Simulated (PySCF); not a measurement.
ClH5OSi2 (SMILES O[SiH]([SiH3])Cl)

```xyz
9

Si    0.7886    0.2844    0.2741
Si   -1.4946   -0.0254   -0.0916
O     1.5136   -1.1872    0.0328
Cl    1.4856    1.6736   -1.1107
H     1.1368    0.8507    1.6112
H    -2.0377   -1.0669    0.8325
H    -1.7087   -0.4484   -1.5073
H    -2.2033    1.2672    0.1540
H     2.4742   -1.2258    0.0878
```

Geometry: PBE0-D3(BJ)/def2-SVP.

Computed with PySCF, PBE0/pcSseg-2, SCF density, gas phase, non-relativistic.

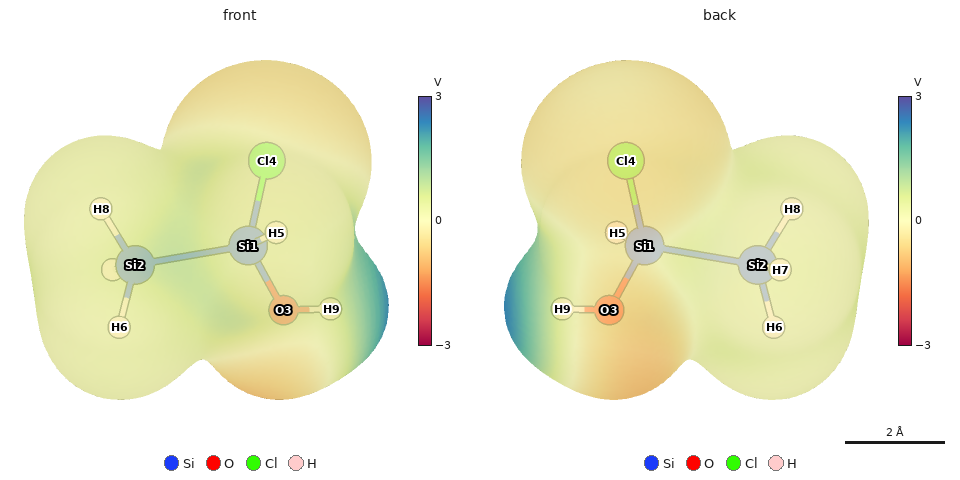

Figure 1. The electrostatic potential painted on the density surface at 0.001 e/bohr³, seen from the front and from behind; red is negative and blue positive.

**Where is the surface potential most negative and most positive?**

The most negative region (about −0.9 V) lies over O3, the most positive (about +2.3 V) over H9.

**What dipole moment does the calculation give?**

Its dipole moment is 1.35 D.

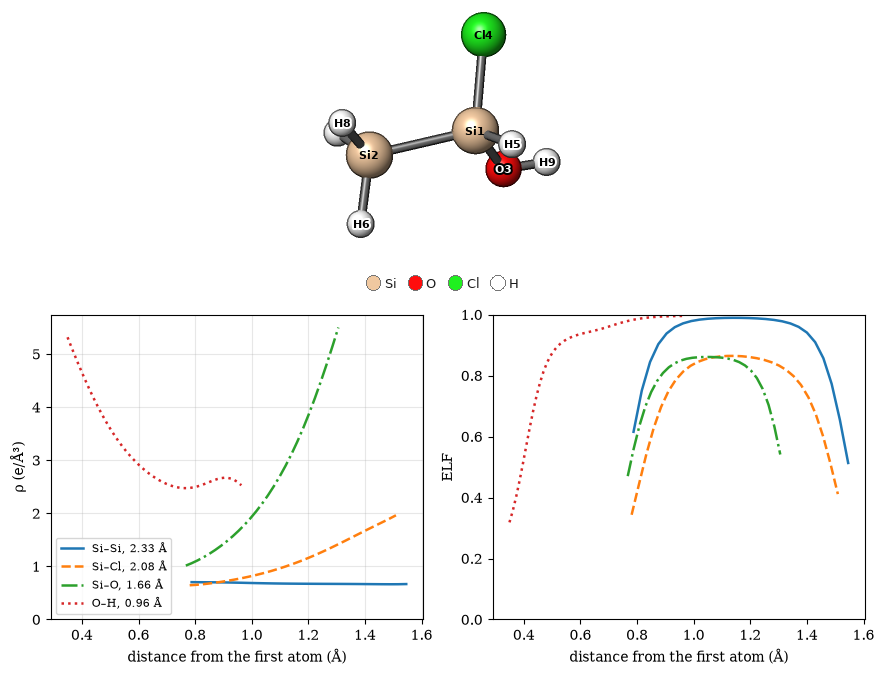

Figure 2. Total electron density and electron localisation function along straight lines between neighbouring atoms. The curves leave out the atomic cores. The structure is drawn too.

**Compare the contacts.**

Si–Si (2.33 Å): the density is about 0.67 e/Å³ at the midpoint; the ELF peaks at about 1 between the atoms: localised, covalent bonding.
Si–Cl (2.08 Å): ρ is about 0.87 e/Å³ halfway; the ELF peaks at about 0.85 between the atoms, as expected for a shared but strongly polarised pair.
Si–O (1.66 Å): the density is about 1.2 e/Å³ at the midpoint; the ELF peaks at about 0.85 between the atoms; a shared but strongly polarised pair.
O–H (0.96 Å): ρ is about 3.8 e/Å³ halfway; the ELF climbs to about 1 towards the hydrogen, as it does in any bond to H (a covalent bond by its length).
